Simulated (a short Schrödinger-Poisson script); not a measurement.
System: MOS inversion layer, SiO2 on p-type Ge(111), at 400 K.

```
layer  material  thickness (nm)  Na (cm⁻³)
-----  --------  --------------  ---------
1          SiO2             3.9          -
2            Ge             950     4.8e16
```

Constants are typed, rounded textbook-type inputs, not results; the design itself was drawn at random and stands for no fabricated device. SiO2: permittivity 3.9, conduction-band edge (eV) 3.1, gap (eV) 9, electron mass (mₑ) 0.5. Ge: permittivity 16, conduction-band edge (eV) 0, gap (eV) 0.664, Nv at 300 K (cm⁻³) 6e18.

Channel valleys (confinement mass, in-plane density-of-states mass, number): L1 1.59, 0.08, 1; L3 0.09, 0.34, 3. At the gate the conduction-band edge of layer 1 lies 3.4 eV − eVg above the Fermi level of the channel; the field vanishes at the back. Gaps are held at their typed values at every temperature. Mesh 0.03 nm at interfaces.

From a short Schrödinger-Poisson script (our own, NumPy): 1D Poisson equation in equilibrium, electrons quantum, Hartree (BenDaniel-Duke, 12 states a valley, the channel's in-plane mass for all, wave functions ending at the dielectric), parabolic valleys, classical holes, full ionisation, no traps, pinning or gate leakage.

Only gate voltages with over 1e8 electrons/cm² are shown.

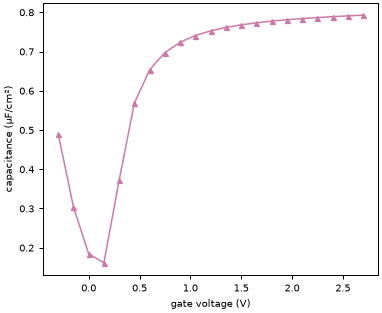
Quasi-static capacitance against gate voltage

```tsv
Vg (V)	electrons (cm⁻²)	C (μF/cm²)	L1 E0 (meV)	L1 E1 (meV)	L3 E0 (meV)	L3 E1 (meV)
-0.3	1.20e9	0.491	496.6	500.3	505.0	518.6
-0.15	1.25e9	0.304	467.2	470.6	474.1	482.7
0	1.77e9	0.184	366.5	376.9	388.4	412.7
0.15	1.22e10	0.162	249.1	263.3	279.1	313.6
0.3	1.55e11	0.372	146.6	164.9	184.8	227.0
0.45	5.79e11	0.569	88.8	113.1	138.4	187.6
0.6	1.14e12	0.654	54.1	84.7	115.1	170.1
0.75	1.77e12	0.697	29.3	65.8	100.8	160.4
0.9	2.44e12	0.724	9.8	51.6	90.7	154.1
1.05	3.12e12	0.741	-6.6	40.1	83.0	149.7
1.2	3.82e12	0.753	-21.0	30.4	76.7	146.3
1.35	4.53e12	0.761	-34.0	21.7	71.4	143.6
1.5	5.24e12	0.768	-46.1	13.9	66.7	141.4
1.65	5.96e12	0.773	-57.4	6.7	62.5	139.5
1.8	6.69e12	0.778	-68.2	0.0	58.7	137.8
1.95	7.42e12	0.781	-78.5	-6.4	55.2	136.4
2.1	8.15e12	0.784	-88.5	-12.5	51.9	135.1
2.25	8.89e12	0.787	-98.2	-18.4	48.9	133.9
2.4	9.62e12	0.789	-107.6	-24.0	46.0	132.8
2.55	1.04e13	0.791	-116.7	-29.5	43.2	131.9
2.7	1.11e13	0.793	-125.7	-34.8	40.6	131.0
```

Subbands count from the Fermi level.

Only the L valleys are kept; under strong confinement the Δ valleys of Ge fill too.
